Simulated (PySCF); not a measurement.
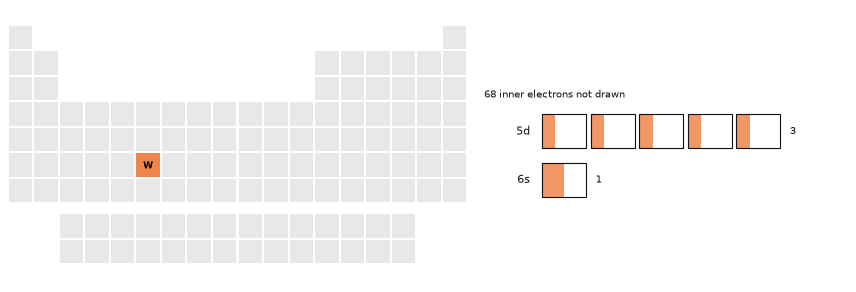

Fig. 1: Left, the place of tungsten in the periodic table; right, the outer shells of the nominal configuration: a box for each of the 2l + 1 orbitals, shaded by the share of the shell that is filled, with the electron count at the right.

**W²⁺: atomic calculation**

W²⁺, configuration 1s2 2s2 2p6 3s2 3p6 3d10 4s2 4p6 4d10 4f14 5s2 5p6 5d3 6s1, multiplicity 3. Computed at this level: unrestricted BP86, x2c-TZVPPall, spin-free X2C-1e, Gaussian nucleus (PySCF).

### Input
```python
from pyscf import gto, scf, dft, mp, cc
import basis_set_exchange as bse
mol = gto.M(atom="W 0 0 0", charge=2, spin=2, symmetry="D2h",
            basis=gto.basis.parse(bse.get_basis("x2c-TZVPPall", elements=["W"], fmt="nwchem")),
            nucmod="G")
mf = dft.UKS(mol, xc="B88,P86").sfx2c1e()
mf.irrep_nelec = {'Ag': (9, 10), 'B1g': (3, 2), 'B2g': (3, 2), 'B3g': (3, 2), 'Au': (1, 1), 'B1u': (6, 6), 'B2u': (6, 6), 'B3u': (6, 6)}
mf.kernel()
```

The script is an equivalent of what the driver set up; the driver started from orbitals of its own, so the log can be shorter than this script's would be, and it computed the properties (radii, ⟨L²⟩, response) afterwards. It held the occupations shell by shell, which the script's counts by irreducible representation don't always enforce.

Hardware: 1 CPU thread, shared host.

### Output (extracts)
```
damping factor = 0
level_shift factor = 0
DIIS = <class 'pyscf.scf.diis.CDIIS'>
diis_start_cycle = 1
diis_space = 10
diis_damp = 0
SCF conv_tol = 1e-09
SCF conv_tol_grad = None
number electrons alpha = 37  beta = 35
XC functionals = B88,P86
    A. D. Becke.,  Phys. Rev. A 38, 3098 (1988)
    J. P. Perdew.,  Phys. Rev. B 33, 8822 (1986)
cycle= 1 E= -16144.5211690908  delta_E= -0.0308  |g|= 0.326  |ddm|= 0.545
cycle= 2 E= -16144.5177644866  delta_E= 0.0034  |g|= 0.37  |ddm|= 0.305
cycle= 3 E= -16144.530059694  delta_E= -0.0123  |g|= 0.00657  |ddm|= 0.18
cycle= 4 E= -16144.530070305  delta_E= -1.06e-05  |g|= 0.00112  |ddm|= 0.0107
cycle= 5 E= -16144.5300704783  delta_E= -1.73e-07  |g|= 6.06e-05  |ddm|= 0.000764
cycle= 6 E= -16144.5300704787  delta_E= -4.2e-10  |g|= 5.48e-07  |ddm|= 5.73e-05
converged SCF energy = -16144.5300704787  <S^2> = 3.0006513  2S+1 = 3.6059125
```

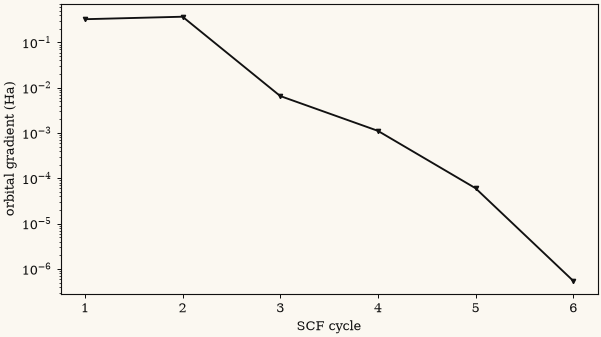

Fig. 2: Convergence: orbital gradient against the SCF cycle. The residual falls almost steadily, with no more than small rises or pauses. It goes from 0.33 to 5.5×10⁻⁷ in 6 steps.

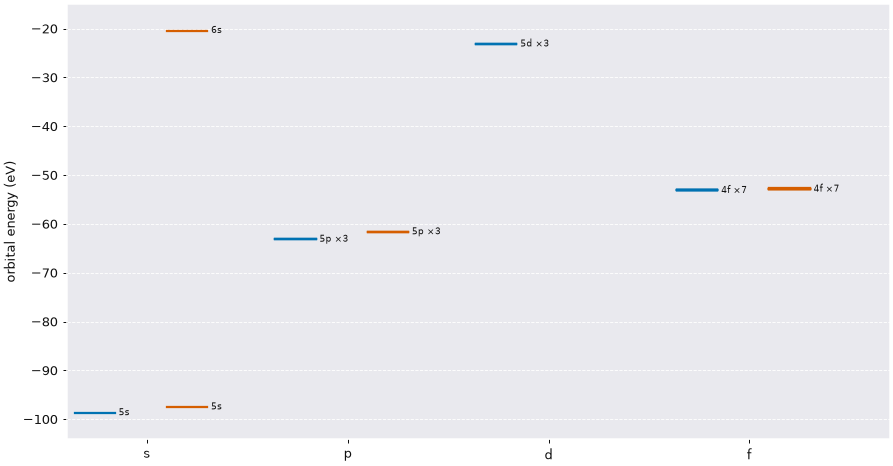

Fig. 3: Orbital energies of the mean field, from the top down to −98.7 eV, by angular momentum, α spin at the left of each column and β at the right; ×n counts the orbitals under one label. Empty levels that the record names by l alone aren't drawn. The highest filled orbital is 6s β at −20.4 eV, the lowest empty one d α at −22.3 eV.

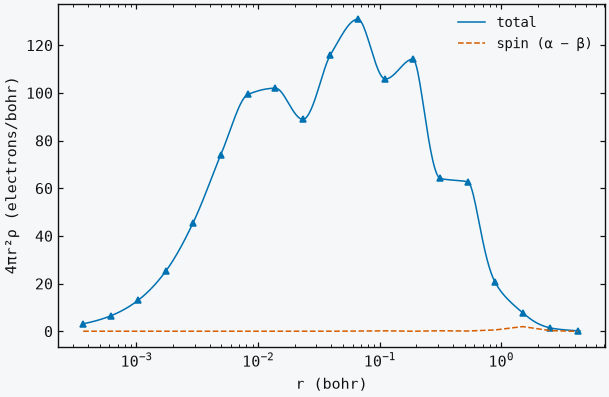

Fig. 4: Spherically averaged radial density 4πr²ρ of the mean field and its spin part; markers are the stored points, which are sparse, and the line is a monotone interpolation between them. The largest stored value is 131 electrons/bohr at r = 0.066 bohr. Root-mean-square radii of the shells: 4d 0.550, 4f 0.680, 5s 1.13, 5p 1.32, 5d 1.96, 6s 3.00 bohr.

### Key numbers

```tsv
quantity	value
outcome	converged
total energy	−16144.5301 hartree
⟨S²⟩	3.001
⟨L²⟩	12.00
SCF iterations	6
CPU time	5.4 s (integrals apart)
```

### Notes

The driver held the occupations shell by shell, and empty d levels lie below the filled 6s. The script shown fixes the counts by irreducible representation only, so by itself it can fall to another configuration. Radii and densities are those of the two-component orbitals, without the picture-change correction, so the innermost s shells come out slightly too small (about 1 % for 1s near Z = 40, more for heavier atoms). This is not the ground configuration of the species. ⟨S²⟩ is 3.00 where a pure state of this multiplicity has 2.00, so the determinant is spin-contaminated.
